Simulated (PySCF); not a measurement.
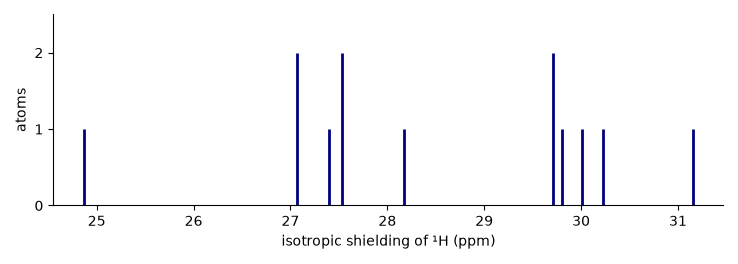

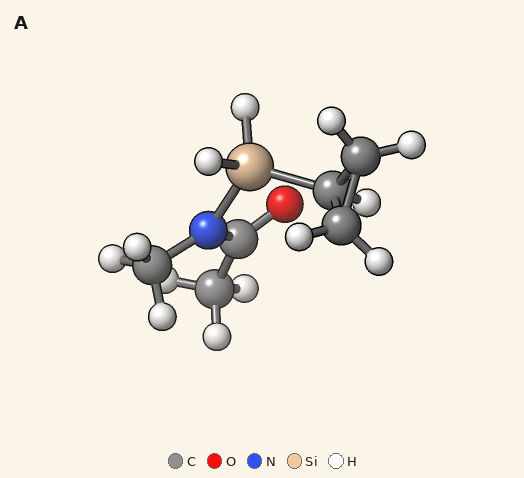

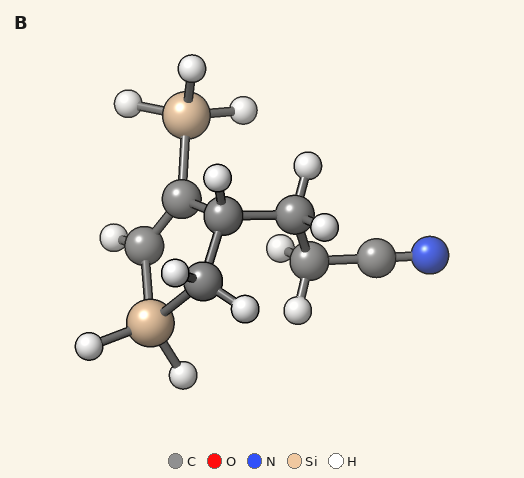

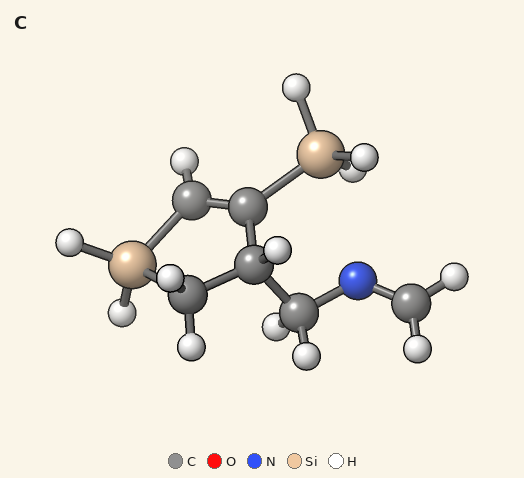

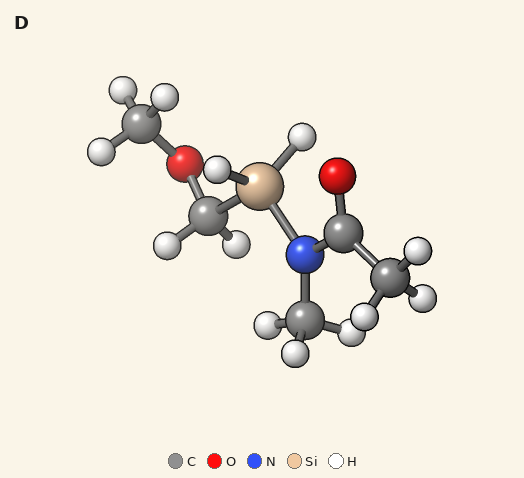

The sticks are computed shieldings of one of the molecules, for one fixed geometry (GFN2-xTB) without averaging over rotations. Low shielding means a high chemical shift. Method: GIAO PBE0/pcSseg-1 NMR shielding, non-relativistic, gas phase (PySCF 2.14.0).

Match the spectrum to a structure.

Answer. B, `N#CCC[C@@H]1C[SiH2]C=C1[SiH3]`. Its 13 H atoms give lines at 24.86, 27.06 (2 atoms), 27.40, 27.53 (2 atoms), 28.17, 29.71 (2 atoms), 29.80, 30.01, 30.23, 31.16 ppm.

The geometry is semi-empirical. Around Si such bond lengths and angles can be off by a tenth of an ångström or more and by several degrees, and values that hang on the shape move with them.
